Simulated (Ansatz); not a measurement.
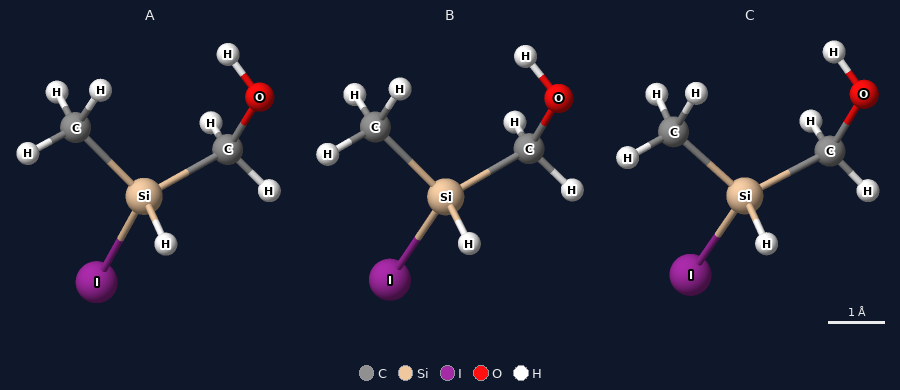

3 geometries from one relaxation of C2H7IOSi, in shuffled order. The picture is a ball-and-stick view, seen at a tilt.

The run prepares an end point of a later path (torsion) calculation, from a guessed geometry.

These are results of RKS PBE-D4/def2-SVP in Ansatz, not measurements. Set-up: no spin polarisation; force threshold 0.015 eV/Å; at most 40 steps.

### Order the frames from highest to lowest energy.

C, A, B. They are steps 0, 1, 7, at +46.6 kJ/mol, +6.64 kJ/mol relative to the last. Over 6 accepted moves (7 points after the start) the energy falls by 46.6 kJ/mol. The largest force component goes from 4.9 to 0.0043 eV/Å. The line search rejected the trial step at point 6 of the run. The atom that moves furthest after the best rigid fit is an H atom (0.20 Å). By element the largest moves are H 0.20 Å, O 0.17 Å, C 0.10 Å, I 0.09 Å, Si 0.03 Å. Some distances before and after: C–H 1.022 → 1.110 Å, C–Si 1.811 → 1.885 Å, C–H 1.053 → 1.108 Å, I–Si 2.445 → 2.488 Å. Among the angles between lasting bonds that change: O–C–H 103.7° → 113.4°, Si–C–O 115.4° → 109.0°, H–C–H 112.6° → 106.2°. The run took 35 s on 2 threads of Intel(R) Xeon(R) Platinum 8259CL CPU @ 2.50GHz (Skylake/Cascade Lake), on a shared host, peak memory 0.2 GiB.
